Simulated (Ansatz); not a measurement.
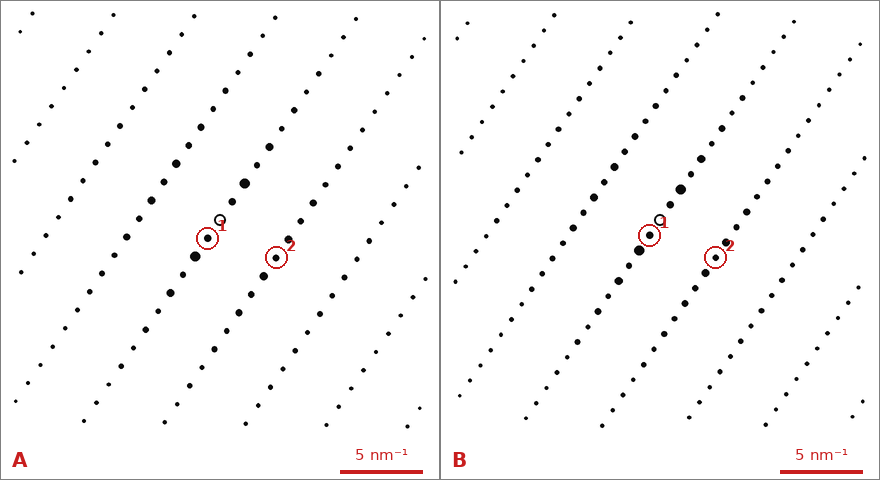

Kinematic electron diffraction patterns (120 kV, B = 0.5 Å², same scale) along [010] of the run's own cell, for the start and the end of one relaxation of BiC2 with DFT PBE, scalar-relativistic, plane waves, PAW in Ansatz. k mesh 18×18×6. The start is a generated model structure, and the relaxation ends in the nearest stationary point of its symmetry, not necessarily the ground state. Spot 1 is 0 0 -1 and spot 2 is -1 0 0 in both.

Start structure:

```yaml
crystal:
  lattice:
    - [2.77852, 0.00000, 0.00000]
    - [-1.38926, 2.40627, 0.00000]
    - [0.00000, 0.00000, 7.38726]
  atoms:
    - { symbol: Bi, position: [0.00000, 0.00000, 0.00000] }
    - { symbol: C, position: [0.33333, 0.66667, 0.50000] }
    - { symbol: C, position: [0.66667, 0.33333, 0.50000] }
```

Which pattern belongs to the start structure, and which to the relaxed one?

A is the start: its cell gives d(1) = 7.387 Å, d(2) = 2.406 Å and an angle of 90.0°. B is the relaxed structure, with d(1) = 8.849 Å (+19.8 %), d(2) = 2.417 Å (+0.5 %) and 90.0°.

Summarise the relaxation behind the change.

The volume changed by +20.9 % to 19.90 Å³ an atom; the fractional coordinates hardly changed; the space group stayed P6/mmm (No. 191); the free energy fell by 20 meV an atom. Relaxed cell: a = 2.791 Å, b = 2.791 Å, c = 8.849 Å, α = 90.00°, β = 90.00°, γ = 120.00°.
